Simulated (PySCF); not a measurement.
**B2SiH5Br (SMILES BB[SiH2]Br): TPSSh/cc-pVDZ**

What is the vertical ionisation energy of B2SiH5Br at TPSSh/cc-pVDZ? Input form: a Python script.

The results are computed with PySCF 2.14.0.

### 1 Starting point

B2SiH5Br: 9 atoms, total charge 0, spin state singlet. SMILES: `BB[SiH2]Br`. Geometry: relaxed at GFN2-xTB. This is one conformer, not always the lowest.

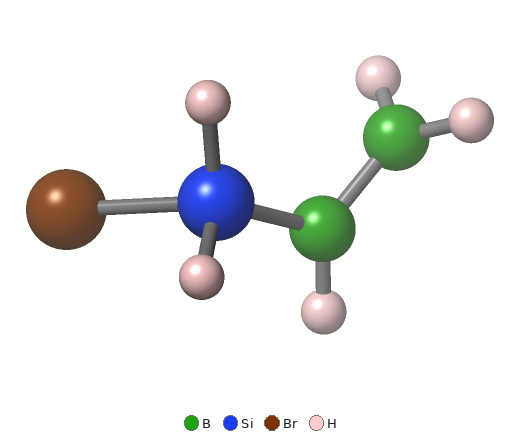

Viewed from a chosen angle; boron green, silicon blue, bromine brown, hydrogen pink.

### 2 The energy at TPSSh/cc-pVDZ

File run.py:

```python
from pyscf import gto, dft

mol = gto.Mole()
mol.atom = '''
B     -0.312820     1.523660    -0.872530
B      0.327060     0.064470    -0.798740
Si     0.262580    -0.880600     0.917150
Br    -1.150610    -2.614050     0.664300
H      0.305380     2.490320    -0.615520
H     -1.446390     1.727010    -1.101190
H      0.834270    -0.530850    -1.674530
H      1.487310    -1.546500     1.376890
H     -0.306790    -0.233460     2.104180
'''
mol.max_memory = 1860
mol.basis = 'cc-pvdz'
mol.spin = 0
mol.verbose = 3
mol.build()

calc0 = dft.RKS(mol)
calc0.xc = 'tpssh'
calc0.grids.level = 2
calc0.conv_tol = 1e-10
calc0.kernel()
if not calc0.converged:
    calc0 = calc0.newton().run(calc0.mo_coeff, calc0.mo_occ)

energy = calc0.e_tot
print('Final energy', energy)
```

The run is started by

```
$ OMP_NUM_THREADS=1 python run.py
```

What it wrote:

```text
converged SCF energy = -2916.25151749424
Final energy -2916.251517494243
```

It took 16 s on 1 thread of Arm Neoverse V1, shared host; peak memory 0.5 GiB.

### 3 The doublet cation

File input.py:

```python
from pyscf import gto, dft

mol = gto.M(
    atom='''
B     -0.312820     1.523660    -0.872530
B      0.327060     0.064470    -0.798740
Si     0.262580    -0.880600     0.917150
Br    -1.150610    -2.614050     0.664300
H      0.305380     2.490320    -0.615520
H     -1.446390     1.727010    -1.101190
H      0.834270    -0.530850    -1.674530
H      1.487310    -1.546500     1.376890
H     -0.306790    -0.233460     2.104180
''',
    basis='cc-pvdz',
    verbose=4,
    spin=1,
    charge=1,
    max_memory=1860,
)

myscf = dft.UKS(mol)
myscf.xc = 'tpssh'
myscf.grids.level = 2
myscf.conv_tol = 1e-10
myscf.kernel()
if not myscf.converged:
    myscf = myscf.newton().run(myscf.mo_coeff, myscf.mo_occ)

e_tot = myscf.e_tot
print('E(%s) = %.9f' % ('TPSSH', e_tot))
```

The run is started by

```
$ OMP_NUM_THREADS=1 python input.py
```

What it wrote:

```text
PySCF version 2.14.0

[INPUT] num. atoms = 9
[INPUT] num. electrons = 63
[INPUT] charge = 1
[INPUT] spin (= nelec alpha-beta = 2S) = 1
[INPUT] symmetry False subgroup None
[INPUT] Mole.unit = angstrom
[INPUT] Symbol           X                Y                Z      unit          X                Y                Z       unit  Magmom
[INPUT]  1 B     -0.312820000000   1.523660000000  -0.872530000000 AA   -0.591144126286   2.879300106955  -1.648842735467 Bohr   0.0
[INPUT]  2 B      0.327060000000   0.064470000000  -0.798740000000 AA    0.618053826300   0.121830643251  -1.509399844735 Bohr   0.0
[INPUT]  3 Si     0.262580000000  -0.880600000000   0.917150000000 AA    0.496204285788  -1.664092825292   1.733162315145 Bohr   0.0
[INPUT]  4 Br    -1.150610000000  -2.614050000000   0.664300000000 AA   -2.174337776186  -4.939838575919   1.255345064549 Bohr   0.0
[INPUT]  5 H      0.305380000000   2.490320000000  -0.615520000000 AA    0.577084563920   4.706022762527  -1.163164224192 Bohr   0.0
[INPUT]  6 H     -1.446390000000   1.727010000000  -1.101190000000 AA   -2.733280969310   3.263575914385  -2.080947511110 Bohr   0.0
[INPUT]  7 H      0.834270000000  -0.530850000000  -1.674530000000 AA    1.576541813941  -1.003161113225  -3.164403087368 Bohr   0.0
[INPUT]  8 H      1.487310000000  -1.546500000000   1.376890000000 AA    2.810608562327  -2.922461451640   2.601945003652 Bohr   0.0
[INPUT]  9 H     -0.306790000000  -0.233460000000   2.104180000000 AA   -0.579749077755  -0.441175461041   3.976323916787 Bohr   0.0

nuclear repulsion = 259.104093197892
number of shells = 36
number of NR pGTOs = 205
number of NR cGTOs = 98
basis = cc-pvdz
ecp = {}

******** <class 'pyscf.dft.uks.UKS'> ********
method = UKS
initial guess = minao
damping factor = 0
level_shift factor = 0
DIIS = <class 'pyscf.scf.diis.CDIIS'>
diis_start_cycle = 1
diis_space = 8
diis_damp = 0
SCF conv_tol = 1e-10
SCF conv_tol_grad = None
SCF max_cycles = 50
direct_scf = True
direct_scf_tol = 1e-13
number electrons alpha = 32  beta = 31
XC library pyscf.dft.libxc version 7.0.0
    S. Lehtola, C. Steigemann, M. J.T. Oliveira, and M. A.L. Marques.,  SoftwareX 7, 1–5 (2018)
XC functionals = tpssh
radial grids:
    Treutler-Ahlrichs [JCP 102, 346 (1995); DOI:10.1063/1.469408] (M4) radial grids

becke partition: Becke, JCP 88, 2547 (1988); DOI:10.1063/1.454033
pruning grids: <function nwchem_prune>
grids dens level: 2
symmetrized grids: False
atomic radii adjust function: <function treutler_atomic_radii_adjust>
small_rho_cutoff = 0
Set gradient conv threshold to 1e-05
tot grids = 74280
init E= -2915.25855350889
[... the frontier-level lines of each cycle are left out ...]


cycle= 1 E= -2915.86264674571  delta_E= -0.604  |g|= 0.189  |ddm|= 1.83
cycle= 2 E= -2915.81287732299  delta_E= 0.0498  |g|= 0.284  |ddm|= 0.628
cycle= 3 E= -2915.87406501903  delta_E= -0.0612  |g|= 0.133  |ddm|= 0.518
cycle= 4 E= -2915.89052103826  delta_E= -0.0165  |g|= 0.0526  |ddm|= 0.244
cycle= 5 E= -2915.89277951904  delta_E= -0.00226  |g|= 0.00899  |ddm|= 0.0648
cycle= 6 E= -2915.89285527124  delta_E= -7.58e-05  |g|= 0.00388  |ddm|= 0.015
cycle= 7 E= -2915.89286957571  delta_E= -1.43e-05  |g|= 0.00133  |ddm|= 0.0052
cycle= 8 E= -2915.89287180932  delta_E= -2.23e-06  |g|= 0.000461  |ddm|= 0.00283
cycle= 9 E= -2915.89287209898  delta_E= -2.9e-07  |g|= 0.00022  |ddm|= 0.00121
cycle= 10 E= -2915.89287219306  delta_E= -9.41e-08  |g|= 0.000108  |ddm|= 0.000816
cycle= 11 E= -2915.89287223135  delta_E= -3.83e-08  |g|= 4.51e-05  |ddm|= 0.000575
cycle= 12 E= -2915.89287225436  delta_E= -2.3e-08  |g|= 2.77e-05  |ddm|= 0.000649
cycle= 13 E= -2915.89287226154  delta_E= -7.18e-09  |g|= 2.24e-05  |ddm|= 0.000363
cycle= 14 E= -2915.89287226533  delta_E= -3.79e-09  |g|= 6.28e-06  |ddm|= 0.000415
cycle= 15 E= -2915.89287226543  delta_E= -9.69e-11  |g|= 5.22e-06  |ddm|= 6.15e-05
Extra cycle  E= -2915.89287226528  delta_E= 1.48e-10  |g|= 1.38e-05  |ddm|= 2.33e-05
converged SCF energy = -2915.89287226528  <S^2> = 0.75621102  2S+1 = 2.0062014
E(TPSSH) = -2915.892872265
```

Run time: 41 s. Hardware: 1 thread of Arm Neoverse V1, shared host; peak memory 0.52 GiB.

### 4 Results

At TPSSh/cc-pVDZ:

```
                                          quantity           value
                    singlet B2SiH5Br: total energy  -2916.25152 Eh
                   singlet B2SiH5Br: dipole moment          2.02 D
                     singlet B2SiH5Br: HOMO energy        -7.27 eV
                     singlet B2SiH5Br: LUMO energy        -3.06 eV
                   singlet B2SiH5Br: HOMO–LUMO gap         4.21 eV
                      doublet cation: total energy  -2915.89287 Eh
doublet cation: HOMO energy (highest over α and β)       -13.21 eV
 doublet cation: LUMO energy (lowest over α and β)       -12.20 eV
                              doublet cation: ⟨S²⟩           0.756
vertical ionisation energy (to the doublet cation)        9.759 eV
```

In words: The vertical ionisation energy comes to 9.76 eV (225 kcal/mol). −ε(HOMO) before ionisation, 7.27 eV, is 2.49 eV below this ionisation energy. Mulliken charges (singlet B2SiH5Br) run from -0.23 on Br4 to +0.30 on Si3; they depend strongly on the basis. Mulliken charges (doublet cation) run from -0.01 on B2 to +0.31 on Si3.
